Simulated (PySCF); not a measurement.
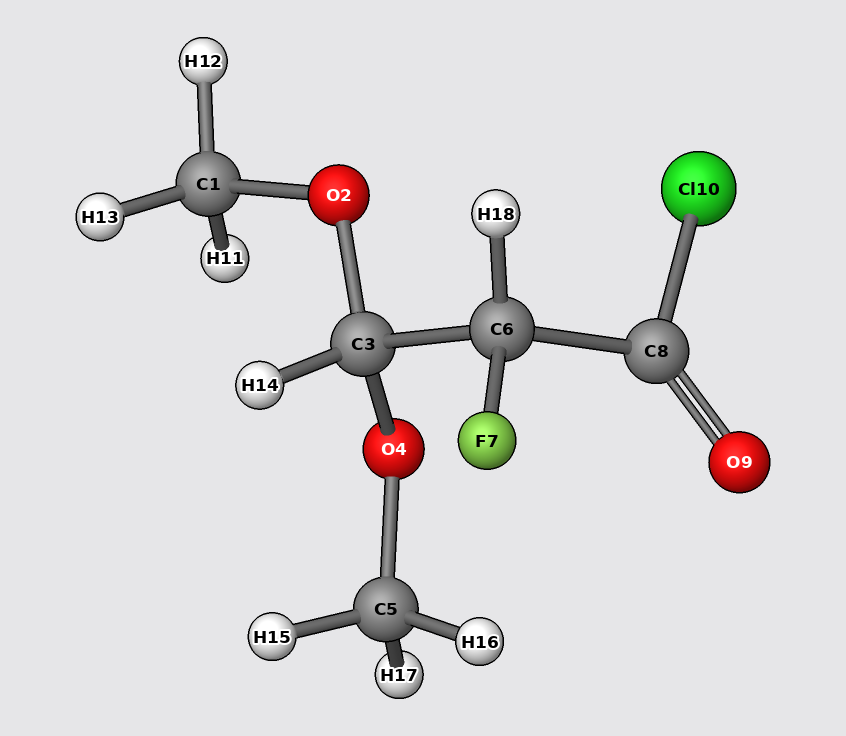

The questions are on isotropic NMR shieldings of the H atoms. Computed geometry: GFN2-xTB optimisation. No frequency run is at hand to confirm it as a minimum. Level of theory: GIAO PBE0/pcSseg-1 NMR shielding, non-relativistic, gas phase (PySCF 2.14.0).

List the isotropic NMR shieldings of the H atoms.

```tsv
atom	σ (ppm)
H11	27.67
H12	27.84
H13	28.60
H14	27.03
H15	28.54
H16	27.96
H17	27.96
H18	26.42
```
